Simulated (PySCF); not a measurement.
# C5H7ClS: the cost of one run

Computed with PySCF 2.14.0 and routines of our own; the level stands in each step. Atoms count from 0.

### 1 The starting structure

14 atoms, charge 0, multiplicity 1; geometry from: GFN2-xTB.

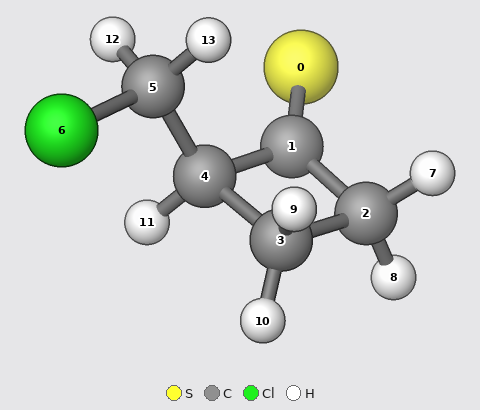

The starting geometry (sulfur yellow, carbon grey, chlorine green, hydrogen white).

### 2 Magnetic properties: GIAO wB97X-D/pcSseg-1

The job: settings as JSON, then the geometry in Å.

```
{"job": {"kind": "mag", "xc": "wB97X-D", "basis": "pcSseg-1", "isotopologues": 2}, "charge": 0, "multiplicity": 1}
S     -0.533524    -2.705847    -0.199063
C     -0.600549    -1.099826    -0.230369
C     -1.669393    -0.093142     0.058479
C     -0.618654     1.022443    -0.091538
C      0.437308    -0.034363    -0.482588
C      1.672055    -0.152524     0.390564
Cl     2.742886     1.255708     0.154078
H     -2.130413    -0.198301     1.040363
H     -2.465956    -0.081941    -0.685084
H     -0.386211     1.536389     0.837430
H     -0.832924     1.757833    -0.862183
H      0.738836     0.016931    -1.531835
H      2.241518    -1.045457     0.132395
H      1.404341    -0.178376     1.447184
```

Method: GIAO wB97X-D/pcSseg-1 magnetisability, rotational g tensor and spin-rotation constants, non-relativistic, gas phase.

Command:

```sh
$ OMP_NUM_THREADS=1 python excited_run.py task.json out
```

One launch serves the whole session: the jobs run in the order shown.

Q: Estimate the wall time and peak memory of this first job on 1 thread of Arm Neoverse V1, shared host.

About 40 s, with a peak of 0.84 GiB.
